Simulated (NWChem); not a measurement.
**BNH3ClO (SMILES NB(O)Cl): HF/def2-SVPD**

Aim: the vertical ionisation energy of BNH3ClO at HF/def2-SVPD, from 2 runs. 

Program for the calculation: NWChem 7.3.0.

## 1. Starting point

BNH3ClO: 7 atoms, total charge 0, spin state singlet. As SMILES, `NB(O)Cl`. The coordinates come from a PBE0-D4/def2-TZVP relaxation. This is one conformer, not always the lowest.

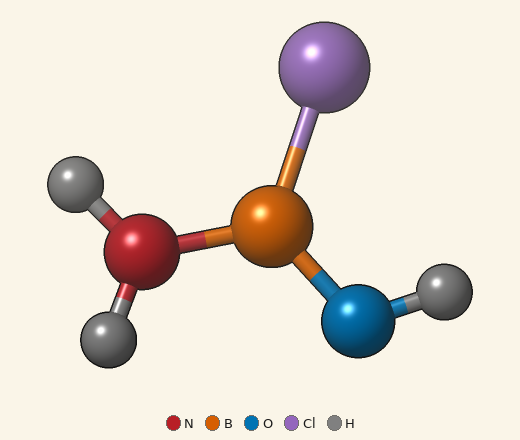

The structure, seen from a chosen angle (nitrogen red, boron orange, oxygen blue, chlorine purple, hydrogen grey).

## 2. Energy and gradient at HF/def2-SVPD

geom.xyz reads:

```xyz
7
BClH3NO gradient
N     -0.520100     0.976200    -0.014400
B      0.060900    -0.288100    -0.083300
O      1.097000    -0.622600     0.732400
Cl    -0.570000    -1.477100    -1.260400
H     -1.284200     1.257300    -0.599100
H     -0.194300     1.671700     0.633400
H      1.410800    -1.517400     0.591500
```

run.py reads:

```python
from ase.io import read
from ase.calculators.nwchem import NWChem

atoms = read('geom.xyz')

calc = NWChem(
    label='geom',
    theory='scf',
    memory='2200 mb',
    basis='def2-SVPD',
    basispar='spherical bse',
    scf={'nopen': '0', 'rhf': None, 'thresh': '1e-08', 'maxiter': '80'},
)
atoms.calc = calc

forces = atoms.get_forces()
print(f"energy = {atoms.get_potential_energy():.6f} eV")
print("forces (eV/A):")
for s, f in zip(atoms.symbols, forces):
    print(f"{s:2s} {f[0]:10.5f} {f[1]:10.5f} {f[2]:10.5f}")
print("dipole (e A):", atoms.get_dipole_moment().round(4))
```

On the command line:

```
$ export ASE_NWCHEM_COMMAND="nwchem PREFIX.nwi > PREFIX.nwo"
$ python run.py
```

The log of the run:

```text
energy = -16739.255310 eV
forces (eV/A):
N    -0.18486    0.34201   -0.00792
B     0.40207    0.40217    0.57768
O    -0.06356   -0.96386   -0.53191
Cl   -0.12388   -0.31609   -0.27187
H     0.29100   -0.07472    0.23855
H    -0.12722   -0.27819   -0.25624
H    -0.19355    0.88868    0.25171
dipole (e A): [-0.0127  0.2117  0.0913]
```

The calculator wrote geom.nwi:

```
title "geom"

permanent_dir geom

scratch_dir geom

start geom

geometry units angstrom nocenter noautosym noautoz
  N  -5.2010000000000001e-01 9.7619999999999996e-01 -1.4400000000000000e-02
  B  6.0900000000000003e-02 -2.8810000000000002e-01 -8.3299999999999999e-02
  O  1.0970000000000000e+00 -6.2260000000000004e-01 7.3240000000000005e-01
  Cl -5.6999999999999995e-01 -1.4771000000000001e+00 -1.2604000000000000e+00
  H  -1.2842000000000000e+00 1.2573000000000001e+00 -5.9909999999999997e-01
  H  -1.9430000000000000e-01 1.6717000000000000e+00 6.3339999999999996e-01
  H  1.4108000000000001e+00 -1.5174000000000001e+00 5.9150000000000003e-01
end

memory 2200 mb

basis spherical bse noprint
   * library def2-SVPD
end

scf
  nopen 0
  rhf
  thresh 1e-08
  maxiter 80
end

task scf gradient
```

geom.nwo, shortened:

```text
[...]
         Total SCF energy =   -615.156291363597
      One-electron energy =  -1135.537540794316
      Two-electron energy =    375.645866865303
 Nuclear repulsion energy =    144.735382565416
[... 3 lines left out ...]
             Final eigenvalues
[... 34 lines left out ...]
                       ROHF Final Molecular Orbital Analysis
[...]
  wavefunction    =   RHF
                         RHF ENERGY GRADIENTS
    atom               coordinates                        gradient
                 x          y          z           x          y          z
   1 N      -0.982846   1.844751  -0.027212    0.003595  -0.006651   0.000154
   2 B       0.115084  -0.544430  -0.157414   -0.007819  -0.007821  -0.011234
   3 O       2.073029  -1.176543   1.384035    0.001236   0.018744   0.010344
   4 Cl     -1.077144  -2.791314  -2.381811    0.002409   0.006147   0.005287
   5 H      -2.426786   2.375952  -1.132135   -0.005659   0.001453  -0.004639
   6 H      -0.367174   3.159055   1.196952    0.002474   0.005410   0.004983
   7 H       2.666025  -2.867470   1.117773    0.003764  -0.017282  -0.004895
[...]
```

It took 46 s on 1 thread of Intel Xeon Platinum 8259CL at 2.50GHz (Skylake/Cascade Lake), shared host; peak memory 0.1 GiB.

## 3. The doublet cation: the energy at UHF/def2-SVPD

test.xyz reads:

```xyz
7
BClH3NO energy
N     -0.520100     0.976200    -0.014400
B      0.060900    -0.288100    -0.083300
O      1.097000    -0.622600     0.732400
Cl    -0.570000    -1.477100    -1.260400
H     -1.284200     1.257300    -0.599100
H     -0.194300     1.671700     0.633400
H      1.410800    -1.517400     0.591500
```

test.nw reads:

```
start test
title "BClH3NO energy"
memory stack 880 mb heap 220 mb global 1100 mb
charge 1

geometry units angstroms noautosym nocenter noautoz
   load format xyz test.xyz
end

basis spherical bse
   * library def2-SVPD
end

scf
   doublet
   uhf
   thresh 1e-08
   maxiter 80
end

task scf energy
```

On the command line:

```
$ nwchem test.nw > test.out
```

The log of the run:

```text
[...]
  functions       =   114
[...]
  wavefunction    = UHF
[...]
         Total SCF energy =   -614.805229243553
      One electron energy =  -1125.405068726550
      Two electron energy =    365.864456917581
 Nuclear repulsion energy =    144.735382565416
                       Sz =      0.5000
                 Sz(Sz+1) =      0.7500
                      S^2 =      0.7616
[...]
```

It took 50 s on 1 thread of Intel Xeon Platinum 8259CL at 2.50GHz (Skylake/Cascade Lake), shared host; peak memory 0.1 GiB.

## 4. Outcome

Level: HF/def2-SVPD.

| quantity | value |
| --- | --- |
| singlet BNH3ClO: total energy | -615.15629 Eh |
| singlet BNH3ClO: dipole moment | 1.11 D |
| singlet BNH3ClO: HOMO energy | -11.71 eV |
| singlet BNH3ClO: LUMO energy | 1.62 eV |
| singlet BNH3ClO: HOMO–LUMO gap | 13.33 eV |
| singlet BNH3ClO: largest force on an atom | 1.103 eV/Å |
| doublet cation: total energy | -614.80523 Eh |
| doublet cation: HOMO energy (highest over α and β) | -17.85 eV |
| doublet cation: LUMO energy (lowest over α and β) | -7.80 eV |
| doublet cation: ⟨S²⟩ | 0.762 |
| vertical ionisation energy (to the doublet cation) | 9.553 eV |

Removing an electron at fixed nuclei costs 9.55 eV (922 kJ/mol). The largest force (singlet BNH3ClO) is 1.10 eV/Å: the shape isn't a stationary point for this species at this level. −ε(HOMO) before ionisation, 11.71 eV, is 2.16 eV above this ionisation energy.
